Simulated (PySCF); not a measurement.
```
atom    x (Å)    y (Å)    z (Å)
   C  -0.7754  -0.1396  -0.0212
   C   0.5698   0.1028   0.0097
  Cl   1.1761   1.6865  -0.0265
  Cl   1.6890  -1.1692   0.0851
   H  -1.4917   0.6721  -0.0705
   H  -1.1646  -1.1506   0.0018
```

Geometry: GFN2-xTB.

Computed with PySCF, UKS B3LYP, pcH-1 on C Cl H, non-relativistic, mean-field spin-orbit, GIAO.

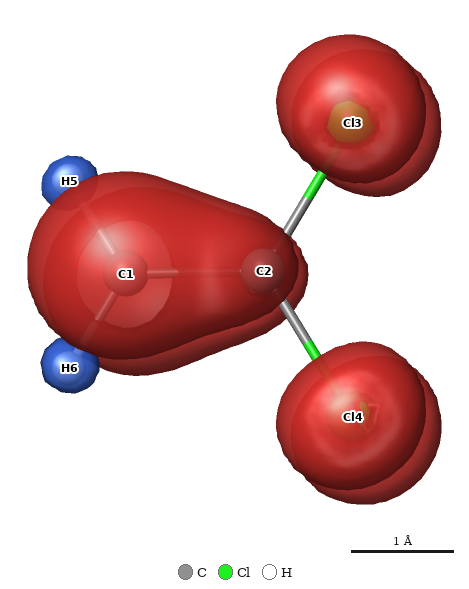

C2H2Cl2 (SMILES [CH2+][C](Cl)Cl) (charge +1, doublet). Isosurfaces of the spin density at +0.02 (red) and −0.02 e/Å³ (blue), seen across its widest extent.

Describe the spin distribution.

Answer. The unpaired spin (1 electron) lies mostly on C1 (about 0.5), Cl3 (about 0.2), Cl4 (about 0.2) and C2 (about 0.1), in electrons by Hirshfeld's partition.
